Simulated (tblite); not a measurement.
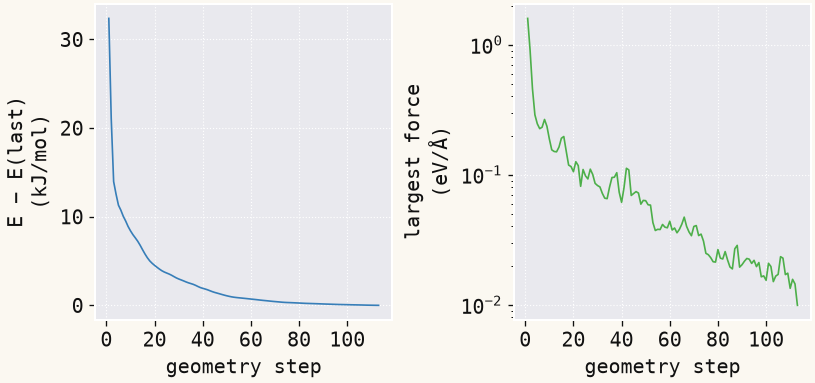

History of a geometry optimisation.

- system: C4H14GeN2 (SMILES CCC[N]([GeH3])NC)
- method: tblite, GFN2-xTB geometry optimisation, gas phase

> How did it end, and what did it gain?

The optimisation met its thresholds at geometry 113, counting the start as the first. The energy fell by about 32 kJ/mol from the first step to the last. The largest force goes from about 1.6 eV/Å at the start to 0.01 eV/Å at the end.
